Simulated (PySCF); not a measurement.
## A study: F4Ge, SMILES `F[Ge](F)(F)F`

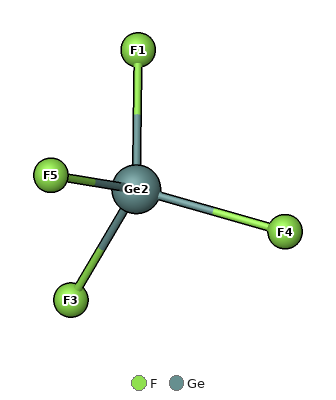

The molecule, with its atoms numbered as below. No frequency check shows the geometry to be a minimum.

Cartesian coordinates (Å):

```
F1       0.3591    1.3181   -0.9658
Ge2      0.0000   -0.0002   -0.0000
F3      -0.3592   -1.3178   -0.9657
F4       1.3180   -0.3589    0.9658
F5      -1.3181    0.3594    0.9658
```

Part 1: Bonding charge

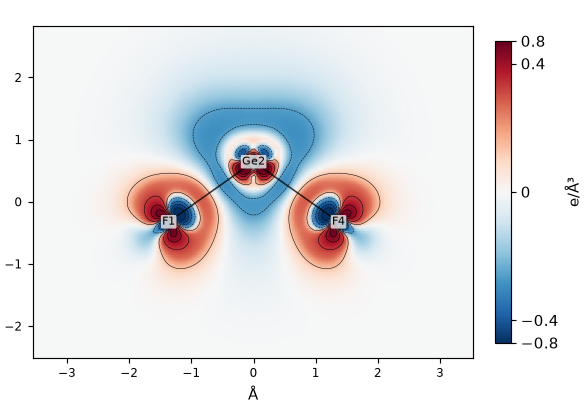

Deformation density (molecule less spherical, spin-averaged free atoms) in the plane of F1, Ge2 and F4; colour scale in e/Å³, logarithmic beyond ±0.1; red: gain, blue: loss.

Computed with PySCF, ωB97X/def2-SVP, geometry: GFN2-xTB.

How much density has each bond in this plane gained at its critical point, relative to the free atoms?

Answer. Ge2–F4 and F1–Ge2: 0.00 e/Å³ at the bond critical point (bond length 1.67 Å, Mayer order 1.0); up to 0.6 Å beside the axis the gain reaches +0.12 e/Å³. In all, 1.1 electrons gather in the regions of gain relative to the promolecule. A small or negative value marks a very polar bond, one between electron-rich atoms, whose free-atom densities already overlap strongly, a long bond to a heavier atom, or a closed-shell contact such as a hydrogen bond.

Where do the Hirshfeld charges lie?

Answer. The highest Hirshfeld charge is on Ge2 (+0.76 e), the lowest on F1, F3, F4 and F5 (−0.19 e).

```csv
atom,charge (e)
F1,−0.19
Ge2,+0.76
F3,−0.19
F4,−0.19
F5,−0.19
```

Part 2: Bond critical points

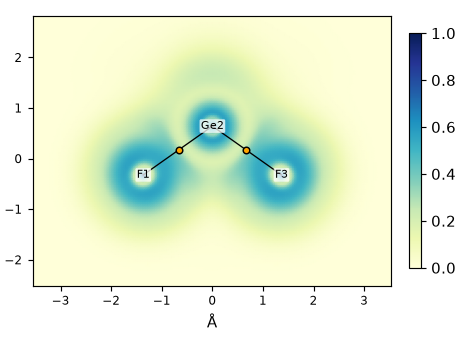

Localised orbital locator (LOL) in the plane of F1, Ge2 and F3, with bond paths and bond critical points (dots).

Rank the bonds in the plane by LOL at their critical points.

Answer. Ge2–F3 and F1–Ge2: about 0.30. Values above 0.5 mark slow, localised electrons, as in shared pairs; low values at a critical point mark a polar or closed-shell contact whose critical point lies between the shells.

Part 3: Electrostatic potential

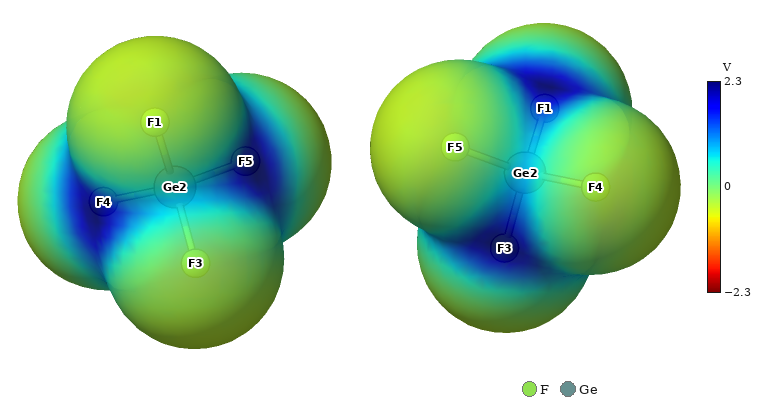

Electrostatic potential on the surface of electron density 0.001 a.u. (back view left, front view right).

Where are the extremes of the potential on the surface?

Answer. Highest: 2.25 V, off the Ge2–F3 bond (1.9 to 2.0 Å from its atoms). Lowest: −0.45 V, 1.6 Å from F5, and at like points elsewhere. The surface is sampled at points, so like sites can differ by a few per cent and only the strongest of them is named.

Part 4: In an electric field

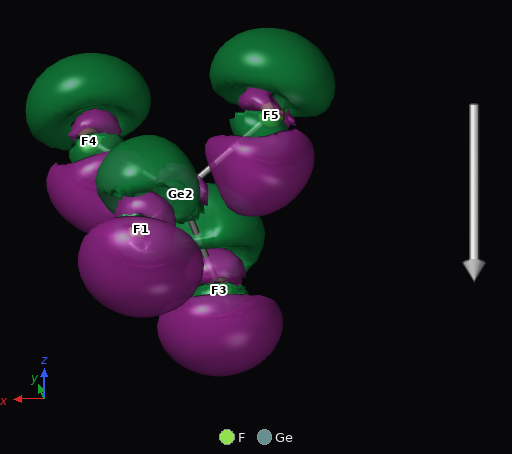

Change of the electron density in a uniform field of 0.26 V/Å along −z (arrow), surfaces at ±0.0015 e/Å³ (green: gain, purple: loss).

PySCF calculation, ωB97X/def2-SVPD, gas phase; geometry: GFN2-xTB.

The field was applied in both directions; the picture shows the one opposite to the script's first.

How large is the response?

Answer. The induced dipole is 0.33 D (along the field); α along this axis, from the fields in both directions, is 26 bohr³ (3.9 Å³).

Part 5: Localised orbitals

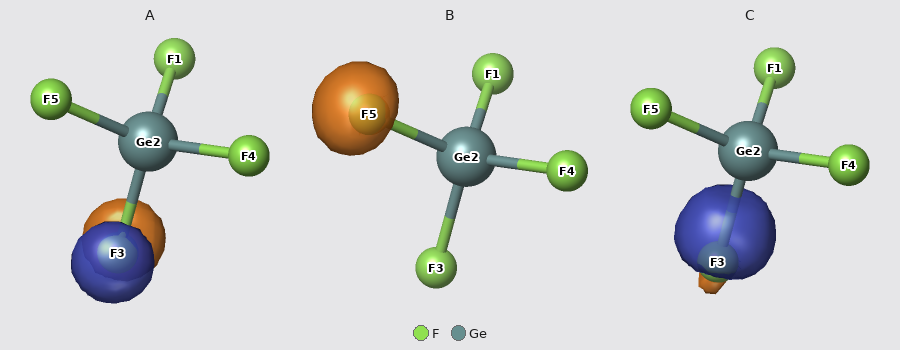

Pipek–Mezey orbitals, occupied; each surface holds about 70 % of the orbital's density. Energies are diagonal elements of the Fock matrix.

PySCF calculation, PBE0/def2-SVPD, gas phase; geometry: GFN2-xTB.

Name the orbitals, with their atomic make-up and energies.

Answer. By panel:
- A: lone pair on F3 (p-type) (F3 97 %; −13.5 eV)
- B: lone pair on F5 (sp0.5-type) (F5 99 %; −24.3 eV)
- C: σ bond F3–Ge2 (F3 80 %, Ge2 20 %; −25.0 eV)

Which has the smallest and which the largest spatial spread?

Answer. Smallest: B (0.60 Å); largest: A (0.74 Å).
